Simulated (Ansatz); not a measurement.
Consider In₅ (doublet).

```xyz
5

In    0.4807    1.1524    1.8342
In    0.0769   -2.3652    0.8626
In    1.4262    1.7131   -0.8993
In   -0.2663   -0.3389   -2.1776
In   -1.7176   -0.1614    0.3801
```

Geometry: PBE0-D4/def2-SVP; core potentials replace the inner electrons of In.

Computed with UKS PBE0-D4/def2-TZVP (Ansatz 0.2.0).

**What will maps of the electron density, electron localisation function and spin density show?**

In–In (2.95 Å): ρ is about 0.22 e/Å³ halfway; the ELF is about 0.35 at the midpoint.
The unpaired spin (1 electron) lies mostly on In2 (about 0.3), In1 (about 0.1) and In4 (about 0.1), in electrons by Hirshfeld's partition.

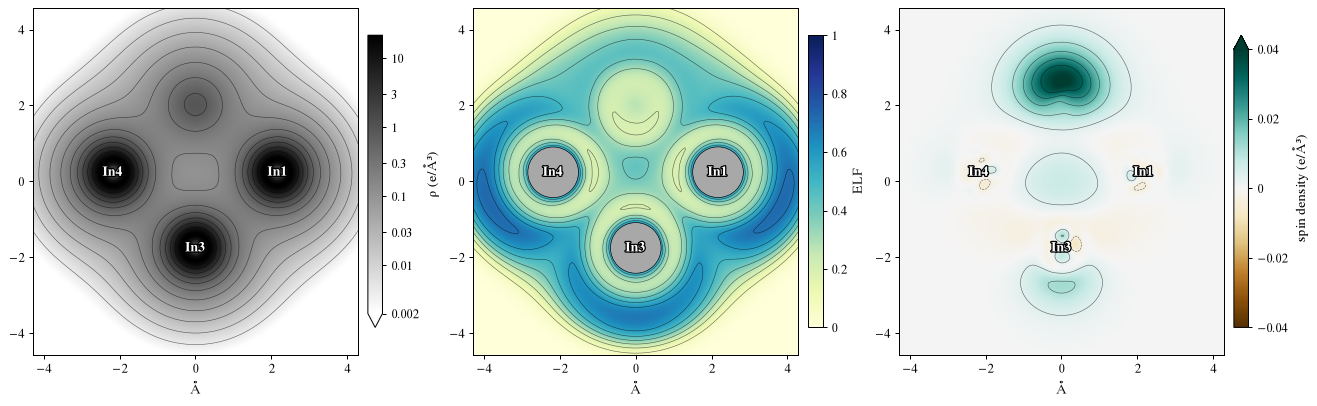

Computed electron density, electron localisation function and spin density on the plane of atoms In1, In3 and In4, in this order. Grey discs cover the atomic cores in the ELF map. 
